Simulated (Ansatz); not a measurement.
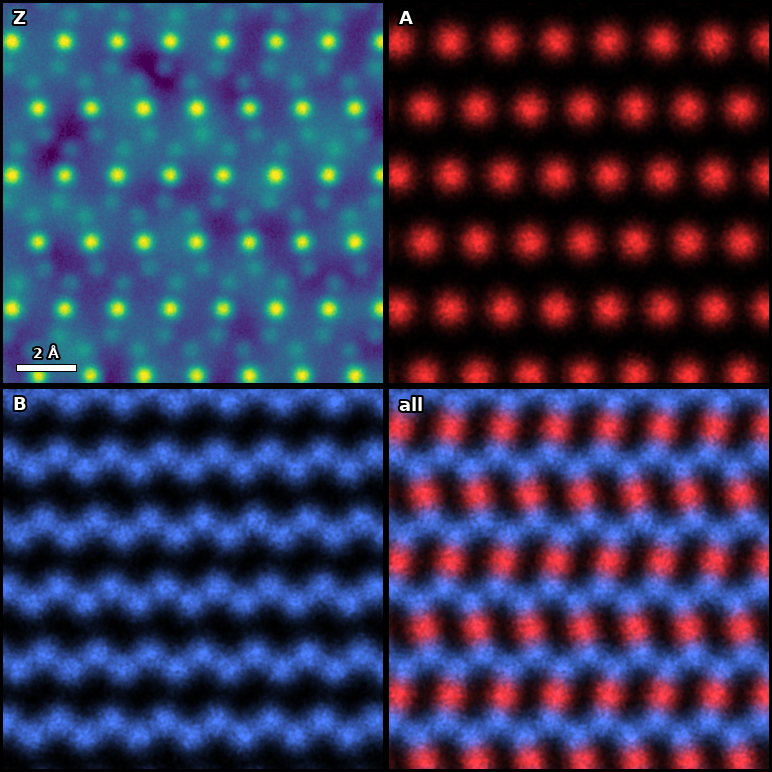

TiO$_{2}$ (P4_2/mnm, No. 136) along [102]. Panel Z: Simulation: incoherent imaging, intensity Z^1.6 per atom, probe width 0.50 Å, thin sample. The probe carries 25 % of its weight in a tail 2.5 times as wide. The display is stretched by a gamma of 0.65; percentages refer to the linear signal. Shot noise and the speckle of an amorphous layer were added. The other panels are simulated element maps (the number of atoms of one element along the beam, blurred by 0.9 Å, with counting noise; each on its own scale, no channelling); the last overlays them. Model: a calculation's starting geometry.

Space group P4_2/mnm (No. 136). a = 4.594 Å, b = 4.594 Å, c = 2.959 Å, α = 90.00°, β = 90.00°, γ = 90.00°
```json
{"atom": "Ti", "site": "2a", "symmetry": "m.mm", "x": "0.0000", "y": "0.0000", "z": "0.0000"}
{"atom": "O", "site": "4f", "symmetry": "m.2m", "x": "0.3057", "y": "0.3057", "z": "0.0000"}
```

### Which element does each lettered map show?

A: Ti, B: O. The projected cell (1.81 × 4.59 Å, 90°) holds 6 columns: 4 of O and 2 of Ti. No column is shared by two of the mapped elements.
